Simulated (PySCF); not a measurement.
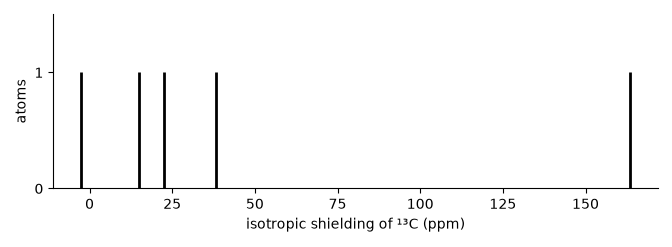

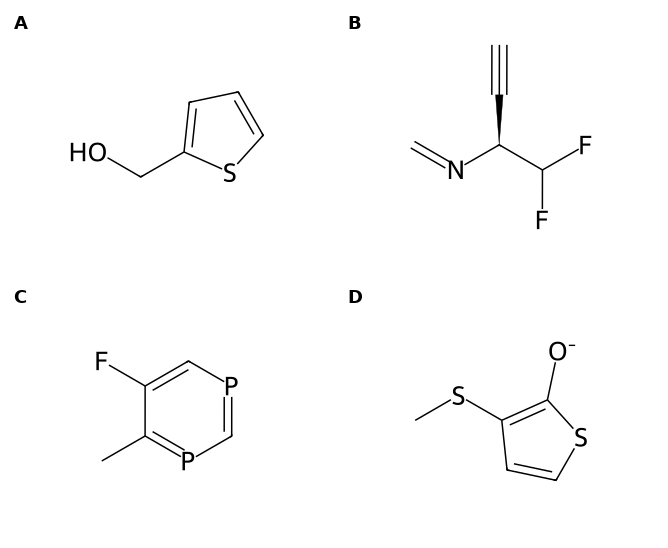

The sticks are computed shieldings of one of the molecules, for one fixed geometry (GFN2-xTB) without averaging over rotations. Low shielding means a high chemical shift. Method: GIAO PBE0/pcSseg-1 NMR shielding, non-relativistic, gas phase (PySCF 2.14.0).

> Which molecule gives this pattern?

C, `Cc1pcpcc1F`. Its 5 C atoms give lines at −2.7, 15.1, 22.4, 38.2, 163.5 ppm.

The geometry is semi-empirical. Around P such bond lengths and angles can be off by a tenth of an ångström or more and by several degrees, and values that hang on the shape move with them.
